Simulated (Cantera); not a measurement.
Feed: 1 mol CuO, 2.2 mol CO, held at 0.0100 bar.

Cantera equilibrium calculation (NASA polynomials, part measured and part estimated; ideal gas, pure solids and liquids). Candidate condensed phases: C, Cu, CuO, Cu₂O; 15 gas species. Kinetics and transport are ignored.

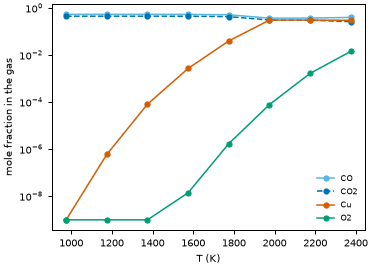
Equilibrium gas composition (values under 1e-9 drawn at 1e-9)

From 975 K to 1175 K the condensed part is Cu(s). From 1375 K to 1775 K the condensed part is Cu(l). From 1975 K to 2375 K nothing is condensed.
